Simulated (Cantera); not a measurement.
A closed system holds: 1 mol Si3N4, 6.5 mol H2, 0.43 mol N2, held at 0.0405 Torr.

These are equilibrium values from Cantera (NASA tables, ideal gas, pure condensed phases), not measurements of a reactor. Candidate condensed phases: Si, Si3N4; 18 gas species. The tables' values for SiN are old estimates; treat these amounts as uncertain. Gases not in the tables: Si2H6 and higher silanes. Rates play no part.

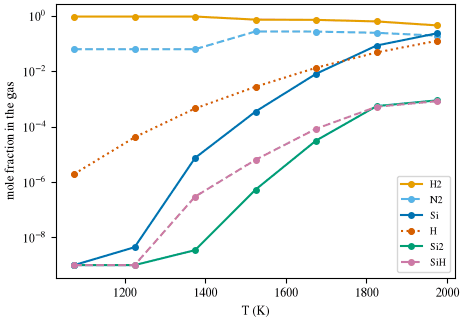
Figure. Equilibrium gas composition (values under 1e-9 drawn at 1e-9)

From 1075 K to 1375 K the condensed part is Si3N4(s). From 1525 K to 1675 K the condensed part is Si(s). At 1825 K the condensed part is Si(l). At 1975 K nothing is condensed.
